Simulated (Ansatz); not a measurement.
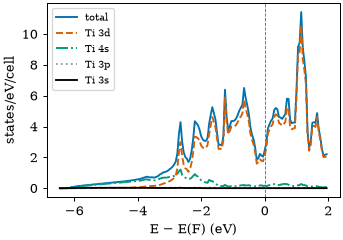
Figure. Total and projected density of states of Ti in space group P6/mmm (No. 191; Ti on 1a, Ti on 2d), PBEsol in the plane-wave PAW code Ansatz

Problem. Which orbitals carry the states next to the Fermi level?

Solution. Within 0.5 eV of the Fermi level: Ti 3d 90 %. Projections are on Löwdin-orthogonalised atomic valence shells; empty p or d shells of many metals are not among them.

Problem. Where is the tallest occupied peak in this window, and what makes it?

Solution. Near -0.6 eV, about 6.5 states/eV per cell; the largest projected share is Ti 3d.

This is a known high-pressure phase of the composition, computed here at zero pressure and temperature. The PBEsol relaxation kept the symmetry of its start; its stability against distortions is not shown here. No spin polarisation was allowed.

Potentials: the earlier of the program's two PAW sets. The files were generated under PBE; for other functionals the program regenerates the frozen cores, and for LDA and PBEsol the local potential too.
